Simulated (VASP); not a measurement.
Band structure of CrO2 (space group P4_2/mnm). Method: PBE GGA, VASP's PBE PAW potentials (set 64) (plane waves; VASP).

The moments were started parallel, and other spin orders were not tried in this run.

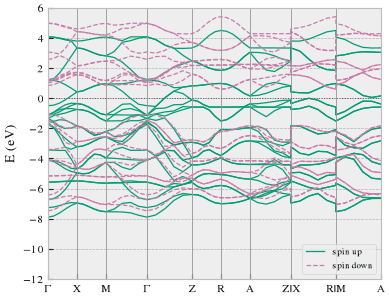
Figure: Bands along high-symmetry lines, zero at the valence-band maximum or, without a gap, the Fermi level

Read the plot: is there a gap, and where are the band edges?

It has no gap at this level: it comes out as a metal or semimetal.

The structure was generated: CrO2 was put into an ordered model structure, which need not be its known phase. The cell was not relaxed at this level. The k-mesh is coarse (spacing up to 0.47 per Å, 2π included), so the numbers may not be converged in it.
